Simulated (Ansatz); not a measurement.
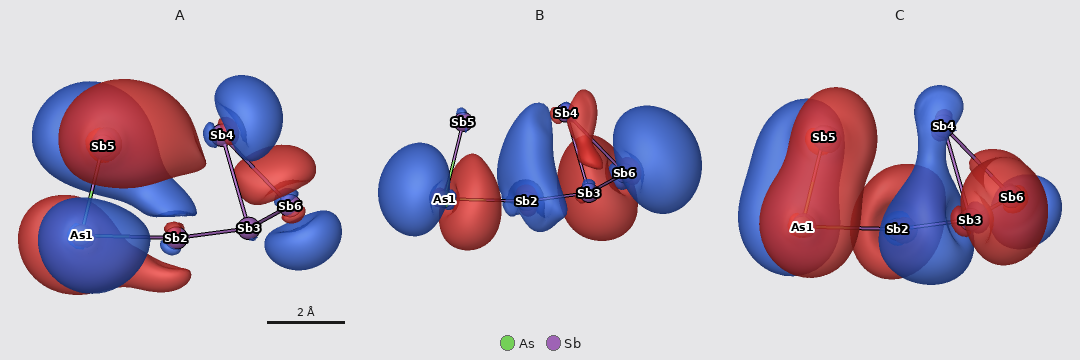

*AsSb5 (charge +1, doublet). Three frontier orbitals at ±0.06 Å⁻³ᐟ² (red and blue are the two phases), in no order.*

Geometry: PBE-D4/def2-SVP; ⟨S²⟩ = 0.85, above the pure value of 0.75; core potentials replace the inner electrons of Sb.

Computed with Ansatz 0.2.0, UKS PBE0-D4/def2-TZVP.

The calculation's input:

```
crystal:
  periodic: [false, false, false]
  atoms:
    - {symbol: As, position_ang: [-2.216004, 2.001632, -0.018253]}
    - {symbol: Sb, position_ang: [-0.408175, 0.233168, -1.234792]}
    - {symbol: Sb, position_ang: [-0.596989, -2.165610, 0.324211]}
    - {symbol: Sb, position_ang: [1.512710, -0.383444, 1.065446]}
    - {symbol: Sb, position_ang: [-0.096437, 2.308513, 1.171230]}
    - {symbol: Sb, position_ang: [1.804895, -1.994250, -1.307842]}
basis:
  gaussian: {orbitals: def2-TZVP, initial_orbitals: start.molden}
total_charge: 1
magnetization: {spin_polarized: true, initial_magnetization: 1}
hamiltonian: {xc: pbe0, dispersion: d4}
scf: {omitted_lower_state_checks: [starts]}
output: {orbitals: {seedname: orbitals}}
```

Run with:

```sh
ansatz run in.yaml --threads 6 --pin off --events-out ev --progress --plain --max-ram 7833MiB
```

> Order the three orbitals by energy and name them. All are α orbitals.

C is the HOMO−1 (α) (−10.32 eV). By Hirshfeld shares it lies mainly on As1 (about 35 %), Sb3 (about 20 %), Sb5 (about 20 %), Sb2 (about 20 %) and Sb6 (about 5 %). B is the HOMO (α) (−9.59 eV). Its weight (Hirshfeld) is mainly on Sb6 (about 55 %), As1 (about 25 %) and Sb2 (about 10 %). A is the LUMO (α) (−7.34 eV). Its weight (Hirshfeld) is mainly on Sb5 (about 45 %), As1 (about 30 %), Sb4 (about 10 %), Sb6 (about 5 %) and Sb2 (about 5 %); π-antibonding (π*) across Sb5–As1.

> What is the gap between the highest occupied and lowest empty α orbitals?

2.25 eV between the orbital energies.
